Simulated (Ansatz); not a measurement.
AgPdS₂

```yaml
crystal:
  lattice:
    - [4.91621, 0.00000, 0.00000]
    - [0.00000, 4.91621, 0.00000]
    - [0.00000, 0.00000, 2.83415]
  atoms:
    - { symbol: Ag, position: [0.50000, 0.50000, 0.50000] }
    - { symbol: Pd, position: [0.00000, 0.00000, 0.00000] }
    - { symbol: S, position: [0.50000, 0.00000, 0.00000] }
    - { symbol: S, position: [0.00000, 0.50000, 0.00000] }
```

Space group P4/mmm; a structure generated by program, which may or may not match a known phase; computed without spin polarisation.

Computed with Ansatz, DFT PBE, scalar-relativistic, plane waves, PAW.

**Predict the valence pseudo-density and electron localisation function between the atoms.**

Pd–S (2.46 Å): ρ at the midpoint is about 0.48 e/Å³; the ELF peaks at about 0.85 in the valence shell of S, 0.8 Å from its nucleus, and is about 0.30 at the midpoint.
Ag–S (2.84 Å): the density is about 0.23 e/Å³ at the midpoint; the ELF peaks at about 0.85 in the valence shell of S, 0.8 Å from its nucleus, and drops to about 0.15 between the two atoms.

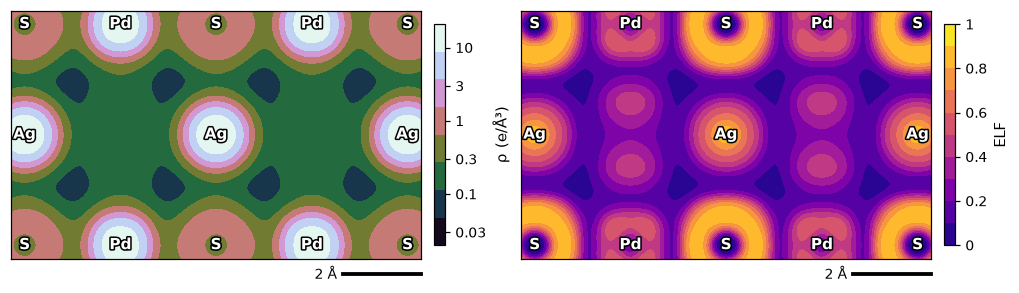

Computed valence pseudo-density and electron localisation function on the (101) plane of the conventional cell, in this order. 

Core electrons are frozen (PAW), and the valence fields are smoothed inside the atomic spheres.
